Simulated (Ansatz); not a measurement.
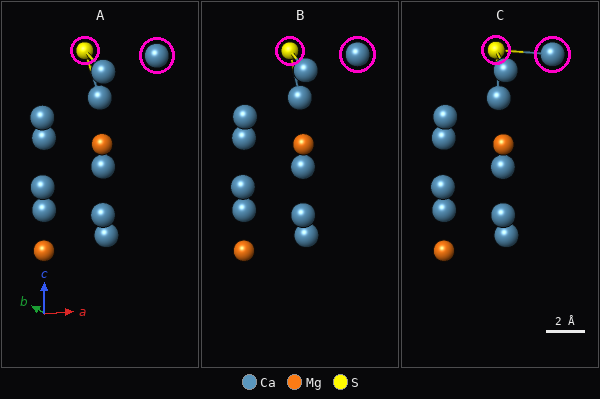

3 geometries from a converged minimum-energy path of S on Ca5Mg(100) (13 atoms in the cell), shuffled. Style: ball-and-stick. Shown: the simulation cell, with the vacuum cut short (origin moved), slightly off an axis. The atoms that move most are ringed. Bonds to atoms that aren't drawn are left out.

Theory: DFT PBE, scalar-relativistic, plane waves, PAW in Ansatz 0.2.0. Settings: plane-wave cutoff 420 eV; k-point mesh 3 × 3 × 1; Gaussian smearing 0.05 eV; 2 atoms held fixed; 3 movable images; climbing image; force threshold 0.05 eV/Å; iteration limit 80; starting path by image-dependent pair potential.

> Which of them lies highest in energy?

C. In order along the path, whose images run from 0 to 4: C (image 2, +0.065 eV), B (image 3, −0.107 eV), A (image 4, −0.130 eV). The S atom travels furthest, 1.08 Å from end to end, on a path that bends up to 0.15 Å away from the straight line. At the highest image its nearest neighbour (Ca) is 2.68 Å away, against 2.70 Å at the start, and the surrounding atoms stand up to 0.13 Å off the mean of their end positions.

Limits of the set-up: the periodic images lie only 6.2 Å apart, so the values are limited by the cell's size.
